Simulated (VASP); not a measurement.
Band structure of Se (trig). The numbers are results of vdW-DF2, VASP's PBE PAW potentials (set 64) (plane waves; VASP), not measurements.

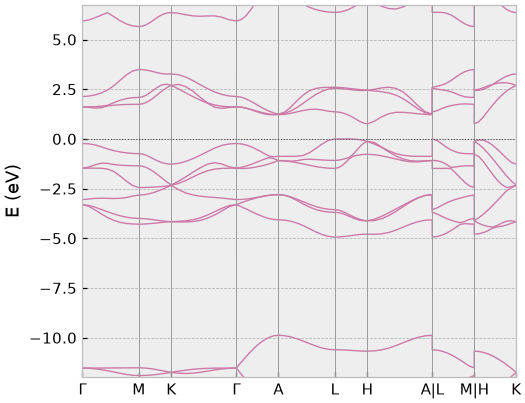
Bands along high-symmetry lines, zero at the valence-band maximum or, without a gap, the Fermi level

Read the plot: is there a gap, and where are the band edges?

The gap is indirect, 0.76 eV, from the valence maximum at L-H at 0.33 to the conduction minimum at H. (Edges off the drawn lines would not show.)

The compound is Se in the trig structure. It was relaxed first, which changed the volume by +13 %.
